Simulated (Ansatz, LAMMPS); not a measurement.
**Amorphous 89SiO2-11P2O5 (mol %) (96 atoms): geometry optimisation**

Wanted: the relaxed structure of amorphous 89SiO2-11P2O5 (mol %) (96 atoms) and its electronic structure.

Calculated with Ansatz 0.2.0; Kohn-Sham DFT, PBE, PAW (set soft_2), plane waves.

## Step 1: The starting structure

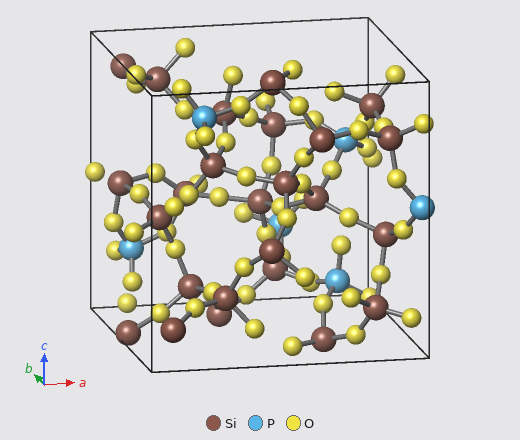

The starting structure, seen slightly off an axis (silicon brown, phosphorus blue, oxygen yellow). Bonds to atoms that aren't drawn are left out. Some periodic images of atoms are drawn too.

The cell holds 96 atoms: 25 Si, 6 P and 65 O. Cell: a = 11.262 Å, b = 11.262 Å, c = 11.262 Å, α = 90.0°, β = 90.0°, γ = 90.0°. 96 atoms (25 Si, 6 P, 65 O) placed at random at 2.24 g/cm³, melted at 5000 K for 10 ps at fixed volume with the Morse and Coulomb pair potential with partial charges (Pedone, Malavasi, Menziani, Cormack and Segre, J. Phys. Chem. B 110, 11780 (2006)). Quenched from 5000 K to 300 K at 50 K/ps and fixed volume, held 5 ps, then minimised at fixed cell.

Limits known from the start: The quench rate of 50 K/ps far exceeds what a furnace or splat quench reaches, so expect more defects and frozen-in strain than in a real sample. The network of bonds at the start is that of the classical potential that made the cell. Only the Γ point is sampled in the main run, in a cell whose shortest periodic width is 11 Å.

## Step 2: The classical run that made the cell

A classical potential supplies the starting structure, since it reaches far longer times than DFT.

This step: classical MD, Morse and Coulomb pair potential with partial charges (Pedone, Malavasi, Menziani, Cormack and Segre, J. Phys. Chem. B 110, 11780 (2006)) (LAMMPS 22 Jul 2025 - Update 4).

Input file in.lmp:

```
# melt-quench of Si25P6O65
units metal
atom_style charge
boundary p p p
region box block 0 11.2619 0 11.2619 0 11.2619
create_box 3 box
mass 1 28.0850   # Si
mass 2 30.9738   # P
mass 3 15.9990   # O
create_atoms 1 random 25 38122 NULL overlap 1.5 maxtry 2000
create_atoms 2 random 6 38129 NULL overlap 1.5 maxtry 2000
create_atoms 3 random 65 38136 NULL overlap 1.5 maxtry 2000
pair_style hybrid/overlay pedone 5.5 coul/long 8.0
pair_coeff * * coul/long
pair_coeff 1 3 pedone 0.340554 2.006700 2.100000 1   # Si-O
pair_coeff 2 3 pedone 0.831326 2.585833 1.800790 1   # P-O
pair_coeff 3 3 pedone 0.042395 1.379316 3.618701 22   # O-O
set type 1 charge 2.4
set type 2 charge 3
set type 3 charge -1.2
kspace_style pppm 1.0e-4
neigh_modify delay 0 every 1 check yes
thermo_style custom step time temp pe press density
thermo_modify norm yes
timestep 0.002
thermo 100
min_style cg
minimize 1e-4 1e-4 200 2000
reset_timestep 0
velocity all create 5000 38123 mom yes dist gaussian
fix lim all nve/limit 0.05
fix lan all langevin 5000 5000 0.2 38124 zero yes
thermo 500
run 1000 post no
# [... 10 lines left out ...]
thermo 1250
fix md all nvt temp 300 300 0.2
run 2500 post no
unfix md
thermo 100
min_style cg
minimize 0 1e-3 2000 20000
write_dump all custom glass.dump id type xs ys zs modify sort id
```

Launch:

```bash
> lmp -in in.lmp -log none -nocite
```

Numbers of over 12 decimals in the logs are rounded to 6 here.

The log of the run:

```text
LAMMPS (22 Jul 2025 - Update 4)
Created orthogonal box = (0 0 0) to (11.2619 11.2619 11.2619)
Created 25 atoms
Created 6 atoms
Created 65 atoms
PPPM initialization ...
  G vector (1/distance) = 0.37935178
  grid = 12 12 12
  estimated relative force accuracy = 7.857052e-05
   Step          Time           Temp          PotEng         Press         Density
         0   0              0             -2.2453958      393821.62      2.2412959
        96   0.192          0             -18.754549     -30755.347      2.2412959
Loop time of 0.059212 s on 1 MPI rank(s) for 96 steps with 96 atoms
Minimization stats:
  Stopping criterion = energy tolerance
  Energy initial, next-to-last, final =
     -2.24539575752622  -18.7527380040899  -18.7545490420785
  Force two-norm initial, final = 333.05758 3.9083685
  Iterations, force evaluations = 96 128
   Step          Time           Temp          PotEng         Press         Density
[... 12 lines left out ...]
[... 1 line left out ...]
Loop time of 1.99662 s on 1 MPI rank(s) for 5000 steps with 96 atoms
   Step          Time           Temp          PotEng         Press         Density
[... 12 lines left out ...]
Loop time of 17.728 s on 1 MPI rank(s) for 47000 steps with 96 atoms
   Step          Time           Temp          PotEng         Press         Density
[... 2 lines left out ...]
     55000   110            252.18726     -18.838387     -20530.915      2.2412959
     55500   111            321.99438     -18.839716     -9190.4106      2.2412959
Loop time of 0.849336 s on 1 MPI rank(s) for 2500 steps with 96 atoms
   Step          Time           Temp          PotEng         Press         Density
     55500   111            321.99438     -18.839716     -9190.4106      2.2412959
     55523   111.046        321.99438     -18.875024     -12724.615      2.2412959
Loop time of 0.0328651 s on 1 MPI rank(s) for 23 steps with 96 atoms
Minimization stats:
  Stopping criterion = linesearch alpha is zero
  Energy initial, next-to-last, final =
     -18.8397164444464  -18.8750241977067  -18.8750241977067
  Force two-norm initial, final = 14.029679 0.64077025
  Iterations, force evaluations = 23 79
```

Wall time 21 s (1 thread of Intel Xeon Platinum 8488C (Sapphire Rapids), shared host); peak memory 0.071 GiB.

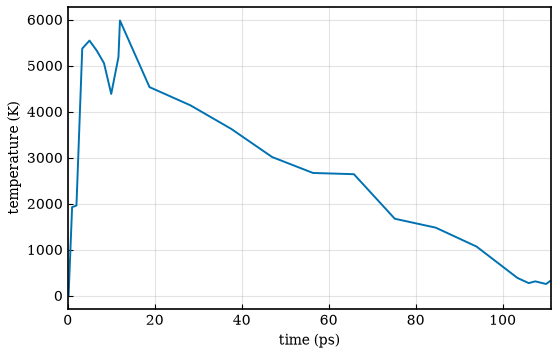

Temperature against time.

## Step 3: Single point at the start

A single point comes first, to see the forces before anything moves.

Input file input.yaml:

```yaml
crystal:
  lattice:
    - [11.2619, 0.0, 0.0]
    - [0.0, 11.2619, 0.0]
    - [0.0, 0.0, 11.2619]
  atoms:
    - { symbol: Si, position: [0.69291, 0.33336, 0.00668] }
    - { symbol: Si, position: [0.47243, 0.16529, 0.98577] }
    - { symbol: Si, position: [0.60666, 0.76028, 0.68778] }
    - { symbol: Si, position: [0.08309, 0.02748, 0.14231] }
    - { symbol: Si, position: [0.04515, 0.71838, 0.51548] }
    - { symbol: Si, position: [0.30558, 0.17903, 0.21052] }
    - { symbol: Si, position: [0.60688, 0.73894, 0.17354] }
    - { symbol: Si, position: [0.62039, 0.02774, 0.803] }
    - { symbol: Si, position: [0.3917, 0.592, 0.77938] }
    - { symbol: Si, position: [0.535, 0.65766, 0.43781] }
    - { symbol: Si, position: [0.52992, 0.21213, 0.60681] }
    - { symbol: Si, position: [0.68586, 0.42645, 0.49549] }
    - { symbol: Si, position: [0.88314, 0.11055, 0.77653] }
    - { symbol: Si, position: [0.38382, 0.63949, 0.0429] }
    - { symbol: Si, position: [0.12726, 0.45307, 0.44877] }
    - { symbol: Si, position: [0.29711, 0.79309, 0.44739] }
    - { symbol: Si, position: [0.8793, 0.3902, 0.82914] }
    - { symbol: Si, position: [0.11287, 0.97938, 0.87421] }
    - { symbol: Si, position: [0.17832, 0.71593, 0.88459] }
    - { symbol: Si, position: [0.30008, 0.36071, 0.64923] }
    - { symbol: Si, position: [0.23973, 0.45477, 0.19238] }
    - { symbol: Si, position: [0.02979, 0.5204, 0.02046] }
    - { symbol: Si, position: [0.90532, 0.28339, 0.38677] }
    - { symbol: Si, position: [0.44147, 0.03922, 0.407] }
    - { symbol: Si, position: [0.84368, 0.16425, 0.1532] }
    - { symbol: P, position: [0.23538, 0.20925, 0.85888] }
    - { symbol: P, position: [0.98786, 0.05998, 0.53138] }
    - { symbol: P, position: [0.67795, 0.97204, 0.27326] }
    - { symbol: P, position: [0.78687, 0.53712, 0.16674] }
    - { symbol: P, position: [0.83205, 0.60795, 0.65765] }
    - { symbol: P, position: [0.09804, 0.78044, 0.2637] }
    - { symbol: O, position: [0.36701, 0.21064, 0.89672] }
    - { symbol: O, position: [0.08144, 0.5723, 0.50906] }
    - { symbol: O, position: [0.88287, 0.26285, 0.24781] }
    - { symbol: O, position: [0.98868, 0.03931, 0.8396] }
    - { symbol: O, position: [0.97087, 0.42297, 0.92843] }
    - { symbol: O, position: [0.37121, 0.47615, 0.70247] }
    - { symbol: O, position: [0.22298, 0.30173, 0.76074] }
    - { symbol: O, position: [0.59349, 0.73743, 0.54585] }
    - { symbol: O, position: [0.49664, 0.71312, 0.08952] }
    - { symbol: O, position: [0.18356, 0.77193, 0.53201] }
    - { symbol: O, position: [0.6061, 0.8939, 0.74318] }
    - { symbol: O, position: [0.7141, 0.64967, 0.13954] }
    - { symbol: O, position: [0.07044, 0.90804, 0.22613] }
    - { symbol: O, position: [0.58011, 0.51957, 0.44755] }
    - { symbol: O, position: [0.26378, 0.65824, 0.78373] }
    - { symbol: O, position: [0.88028, 0.5111, 0.74146] }
    - { symbol: O, position: [0.40088, 0.13819, 0.10553] }
    - { symbol: O, position: [0.56837, 0.70682, 0.30799] }
    - { symbol: O, position: [0.75852, 0.0586, 0.82264] }
    - { symbol: O, position: [0.12714, 0.98046, 0.01618] }
    - { symbol: O, position: [0.13268, 0.4653, 0.09889] }
    - { symbol: O, position: [0.08429, 0.69918, 0.16126] }
    - { symbol: O, position: [0.76524, 0.52754, 0.56964] }
    - { symbol: O, position: [0.39978, 0.26422, 0.62674] }
    - { symbol: O, position: [0.71301, 0.43507, 0.11028] }
    - { symbol: O, position: [0.28014, 0.72484, 0.99154] }
    - { symbol: O, position: [0.95407, 0.08345, 0.12894] }
    - { symbol: O, position: [0.51198, 0.11356, 0.50451] }
    - { symbol: O, position: [0.39423, 0.68813, 0.45446] }
    - { symbol: O, position: [0.89253, 0.25605, 0.78175] }
    - { symbol: O, position: [0.55165, 0.99896, 0.31655] }
    - { symbol: O, position: [0.2099, 0.07888, 0.82535] }
    - { symbol: O, position: [0.22635, 0.785, 0.31494] }
    - { symbol: O, position: [0.19144, 0.48371, 0.32397] }
    - { symbol: O, position: [0.79848, 0.52461, 0.29734] }
    - { symbol: O, position: [0.41706, 0.56496, 0.92104] }
    - { symbol: O, position: [0.33878, 0.54842, 0.14232] }
    - { symbol: O, position: [0.22069, 0.39484, 0.53983] }
    - { symbol: O, position: [0.57785, 0.1351, 0.71643] }
    - { symbol: O, position: [0.61149, 0.32764, 0.57565] }
    - { symbol: O, position: [0.29274, 0.32045, 0.20215] }
    - { symbol: O, position: [0.36177, 0.12916, 0.33201] }
    - { symbol: O, position: [0.12983, 0.84264, 0.84231] }
    - { symbol: O, position: [0.78389, 0.33318, 0.44287] }
    - { symbol: O, position: [0.0249, 0.73797, 0.37031] }
    - { symbol: O, position: [0.73624, 0.08025, 0.21366] }
    - { symbol: O, position: [0.49827, 0.67992, 0.73941] }
    [... 12 atom lines left out ...]
    - { symbol: O, position: [0.9274, 0.68928, 0.60494] }
    - { symbol: O, position: [0.78554, 0.22922, 0.04277] }
    - { symbol: O, position: [0.73638, 0.68782, 0.71453] }
    - { symbol: O, position: [0.93822, 0.14467, 0.4341] }
    - { symbol: O, position: [0.01601, 0.36531, 0.42072] }
    - { symbol: O, position: [0.65815, 0.87317, 0.18007] }
kpoints:
  mp_grid: { grid: [1, 1, 1] }
hamiltonian:
  xc: pbe
scf:
  occupations: { method: fermi_dirac, width: 0.025 }
output:
  forces: true
```

Launch:

```bash
> ansatz run input.yaml --threads 4 --pin off --max-ram 8192MiB --backend cpu --events-out ev --progress --plain --runs-dir out
```

The log of the run:

```text
Engine: ansatz 0.2.0, x86_64-unknown-linux-gnu
Pseudopotentials: kind: paw
Pseudopotential: Si, paw, valence charge 4, recommended cutoff 420 eV (normal), Si.paw.azcp
Pseudopotential: P, paw, valence charge 5, recommended cutoff 420 eV (normal), P.paw.azcp
Pseudopotential: O, paw, valence charge 6, recommended cutoff 420 eV (normal), O.paw.azcp
[... 5 lines on functional and potentials left out ...]
Crystal: 96 atoms, lattice volume = 1428.351 Å³
Basis set: ecut = 420 eV, 28017 PW (Γ), exchange–correlation on 160×160×160 points (8 copies of the dense FFT grid, shifted against one another)
Bands: 356, of which v1, the nominal top of the filled ones, is band 260 counted from 1 (259 counted from 0)
Symmetry: 1 space group operations
Space group: P1 (ITA 1), of the structure as read, at distance tolerance 1.1e-4 Å
k-points: 1
[... 7 lines on functional and potentials left out ...]
Initial density: superposition of atomic densities (neutral atoms: chi_scale 0, normalization atom), corrected by the library's trained network
Initial wavefunctions: pseudopotential atomic-orbital guess
Functional: x = pbe(κ = 0.804, μ = 0.219515), c = pbe(β = 0.066725)
SCF iter   1: F=—  HF=-57391.908982 eV  |F-HF|=—  |Δ(HF+E_count)|=         —  Δρ=4.10e-3  dr2=3.98e-1  ethr=1.77e-3  ⟨swp⟩=7.0  Hψ=1877  notcnv=0  defer=68
preconditioner: auto → Resta (q_TF=auto, 2.305 Å⁻¹)  ε∞=2.9  [insulator: Δε(μ)=2.559 eV  Ē_g=16.391 eV  σ=0.025 eV  W_gap=1.00  n_scr=304 (ndim 8)  ℏωp=22.4 eV  f_vac=0.245  D(μ)=0.00/eV (n_scr^D=0)  ε∞_Penn≈2.9]
SCF iter   2: F=—  HF=-57391.816009 eV  |F-HF|=—  |Δ(HF+E_count)|=   9.30e-2  Δρ=2.14e-3  dr2=8.43e-2  ethr=7.65e-5  ⟨swp⟩=3.0  Hψ=628  notcnv=0  defer=91
SCF iter   3: F=—  HF=-57391.796688 eV  |F-HF|=—  |Δ(HF+E_count)|=   1.93e-2  Δρ=8.52e-4  dr2=2.57e-2  ethr=1.62e-5  ⟨swp⟩=2.0  Hψ=550  notcnv=0  defer=36
automatic band count: iteration 3 solves 301 bands in place of 356: the levels show a gap, and the empty bands left out lie too high to hold charge; the band table lists the bands solved (type scf.n_extra_bands for more)
SCF iter   4: F=—  HF=-57391.788658 eV  |F-HF|=—  |Δ(HF+E_count)|=   8.03e-3  Δρ=3.84e-4  dr2=2.51e-3  ethr=4.95e-6  ⟨swp⟩=3.0  Hψ=479  notcnv=0  defer=36
SCF iter   5: F=—  HF=-57391.788320 eV  |F-HF|=—  |Δ(HF+E_count)|=   3.37e-4  Δρ=2.25e-4  dr2=6.15e-4  ethr=4.83e-7  ⟨swp⟩=3.0  Hψ=564  notcnv=0  defer=36
SCF iter   6: F=—  HF=-57391.788232 eV  |F-HF|=—  |Δ(HF+E_count)|=   8.86e-5  Δρ=5.64e-5  dr2=3.96e-5  ethr=1.18e-7  ⟨swp⟩=3.0  Hψ=516  notcnv=0  defer=36
SCF iter   7: F=—  HF=-57391.786469 eV  |F-HF|=—  |Δ(HF+E_count)|=   1.76e-3  Δρ=2.78e-5  dr2=9.72e-6  ethr=7.62e-9  ⟨swp⟩=3.0  Hψ=643  notcnv=0  defer=36
SCF iter   8: F=—  HF=-57391.786469 eV  |F-HF|=—  |Δ(HF+E_count)|=   1.75e-7  Δρ=9.46e-6  dr2=1.23e-6  ethr=1.87e-9  ⟨swp⟩=3.0  Hψ=471  notcnv=0  defer=36
SCF iter   9: F=—  HF=-57391.786470 eV  |F-HF|=—  |Δ(HF+E_count)|=   3.76e-7  Δρ=3.17e-6  dr2=1.38e-7  ethr=2.36e-10  ⟨swp⟩=3.0  Hψ=479  notcnv=0  defer=36
SCF iter  10: F=-57391.786470 eV  HF=-57391.786470 eV  |F-HF|=1.98e-8  |Δ(HF+E_count)|=   3.55e-8  Δρ=1.80e-6  dr2=3.93e-8  ethr=1.92e-11  ⟨swp⟩=6.0  Hψ=1150  notcnv=0
SCF 1 converged in 10 iterations: F = -57391.786470 eV  dr2 = 3.93e-8
  greatest PAW one-centre occupation: 0.875 electrons in one spin orbital (limit 2), on the O atom at site 82 (counted from 0), in its partial waves of l = 0
SCF converged after 10 iterations
Free energy (F): -57391.786470 eV
Harris-Foulkes:  -57391.786470 eV  (|F-HF|=1.98e-8)
Internal energy: -57391.786470 eV  (E = F + TS)
E sigma→0 (E₀):  -57391.786470 eV
Fermi energy:    4.885046 eV
--- Per-component energies (eV) ---
  E_band       = -3095.060807
  E_kinetic    = 13193.508821
  E_local      = -40470.898048  (includes V_loc(G=0)·N_el)
  E_nonlocal   = 3900.559666
  E_hartree    = 15249.070147
  E_xc         = -6581.287538
  E_vxc        = -7703.497612  (∫ρ·V_xc dr)
  E_paw        = -26582.065385  (= ΣΔE_a)
  E_vpaw       = -2513.049347  (= ΣTr[D̂ρ^β])
  E_aug_tail   = 0.167550  (compensation charges beyond the density's cutoff)
  E_ewald      = -16100.841683
  E_smearing   = -0.000000  (= −TS)
  E_closure    = -0.000000  (closes the sum)
  Σ components = -57391.786470   (vs F -57391.786470, Δ=0.00e0)
--- Forces (eV/Å), atoms counted from 1 ---
  atom   1  Si     1.77423310     0.34161426     0.87627575
  atom   2  Si    -1.00909819     0.02163231    -0.38022492
  atom   3  Si    -0.74611609    -1.02764628    -0.97758500
  atom   4  Si     0.38808835    -1.25894301    -0.13712127
  atom   5  Si     2.26079143    -0.32195721    -2.41513556
  atom   6  Si     0.52883919    -0.52347903    -1.06154244
  atom   7  Si     0.17572125    -0.54293646     2.01642183
  atom   8  Si    -0.27171577     0.99204764    -0.59543249
  atom   9  Si    -0.74604792     0.78435612     2.17703629
  atom  10  Si     0.51249691     0.75242263     0.12540390
  atom  11  Si     0.02741810     0.06389927    -0.59641404
  atom  12  Si    -0.43759022    -0.26860054     0.12578424
  atom  13  Si     1.09377789    -0.09100433    -2.14286627
  atom  14  Si    -1.09704292    -0.39867955    -1.93873986
[...]
atom  95  O      0.42729346     0.34328611     0.09309210
  atom  96  O     -0.36275711    -0.65470821    -2.90269155
  max |Σ_I F_I| component: 5.67e-5 eV/Å
```

Run time: 8.8 s. Hardware: 4 threads of Intel Xeon Platinum 8488C (Sapphire Rapids), shared host; peak memory 1.8 GiB; 30 s of CPU time.

The run gave:

```
free energy            : -57391.7865 eV
free energy per atom   : -597.8311 eV/atom
SCF cycles             : 10
r.m.s. force component : 1.024 eV/Å
longest force          : 4.846 eV/Å
Fermi energy           : 4.885 eV
```

The r.m.s. force component of 1.0 eV/Å sets the starting point.

Neighbours are counted within 2.08 Å (O-Si), 1.98 Å (O-P).

Length of the force by element and coordination:

| element | coordination | atoms | mean length of the force (eV/Å) | spread | least | most |
| --- | --- | --- | --- | --- | --- | --- |
| O | all | 65 | 1.22 | 0.777 | 0.118 | 3.29 |
| O | 1 | 6 | 0.699 | 0.692 | 0.118 | 2.15 |
| O | 2 | 59 | 1.28 | 0.765 | 0.123 | 3.29 |
| P | all | 6 | 3.40 | 1.22 | 1.96 | 4.85 |
| Si | all | 25 | 1.69 | 0.793 | 0.0785 | 3.32 |

(Part 1 of 4 ends here.)

[Logs are printed without paths, hosts, clocks, repeated set-up lines and the standing remarks that a program may print on its own settings, such as how far it seeks lower states.]

[Hosts, paths, dates, database ids (printed as entryN), source tags and the programs' standing remarks are cut or masked in the printed files.]
